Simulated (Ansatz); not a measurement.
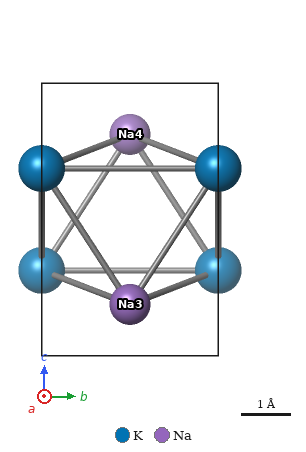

Starting structure of a crystal of KNa (built on the AuCd (B19)_51 type) (coarse preliminary run). The picture is a ball-and-stick view of the cell of the calculation, seen along the a axis.

Case: AuCd (B19) type (Pmma, No. 51).

All numbers below come from DFT PBE, scalar-relativistic, plane waves, PAW (Ansatz 0.2.0).

Input file:
```yaml
crystal:
  lattice:
    - [5.5436300478, 0.0, 0.0]
    - [0.0, 3.6685787081, 0.0]
    - [0.0, 0.0, 5.660092864]
  atoms:
    - { symbol: K, position: [0.75, 0.0, 0.687] }
    - { symbol: K, position: [0.25, 0.0, 0.313] }
    - { symbol: Na, position: [0.75, 0.5, 0.188] }
    - { symbol: Na, position: [0.25, 0.5, 0.812] }
basis:
  ecutwfc: 420
kpoints:
  mp_grid: { grid: [4, 6, 4] }
hamiltonian:
  xc: pbe
scf:
  occupations: { method: gaussian, width: 0.1 }
  lower_state_search: "off"
output:
  forces: true
  stress: true
  eigenvalues: true
relax:
  adjacent_minimum: "off"
  f_tol: 0.04
  max_steps: 70
  cell: { stress_tol: 0.4 }
```

Launched with:
```bash
ansatz run input.yaml --threads 1 --pin off --max-ram 2560MiB --backend cpu --events-out ev --progress --plain --runs-dir out
```

Question: Where does the relaxation end?

Answer: The largest moves relative to the cell, 0.15 Å, are those of K1 and K2. K2 goes along −c. Largest moves by element: K 0.15 Å, Na 0.03 Å. The volume changes by +89.6 %, with a 5.544 → 6.785 Å (+22.4 %), b 3.669 → 4.625 Å (+26.1 %), c 5.660 → 6.955 Å (+22.9 %). Among the contacts that change: K1–K2 3.488 → 4.458 Å, K1–K1 3.669 → 4.625 Å, Na3–Na3 3.669 → 4.625 Å, K1–Na3 3.368 → 4.317 Å. The space group stays Pmma (No. 51). Over 6 accepted moves (8 points after the start) the energy falls by 484 meV per atom. The largest force component goes from 0.22 to 0.0052 eV/Å. Pressure: 9.86 GPa at the start and −0.03 GPa at the end. At 2 points the geometry stayed and the basis and grid were re-selected for the new cell (energy shift of 26.8 meV per atom at most each time).

Final geometry:

```xyz
4
Lattice="6.7849 0.0000 0.0000 0.0000 4.6249 0.0000 0.0000 0.0000 6.9554" Properties=species:S:1:pos:R:3 pbc="T T T"
K     5.0887    4.6249    4.9241
K     1.6962    4.6249    2.0313
Na    5.0887    2.3125    1.2789
Na    1.6962    2.3125    5.6766
```

After the run, drawn alike:

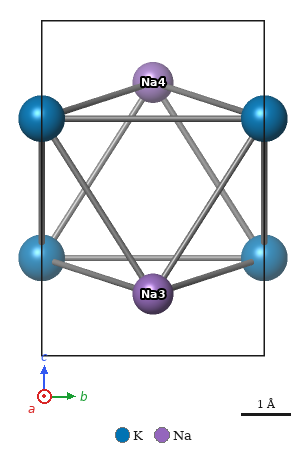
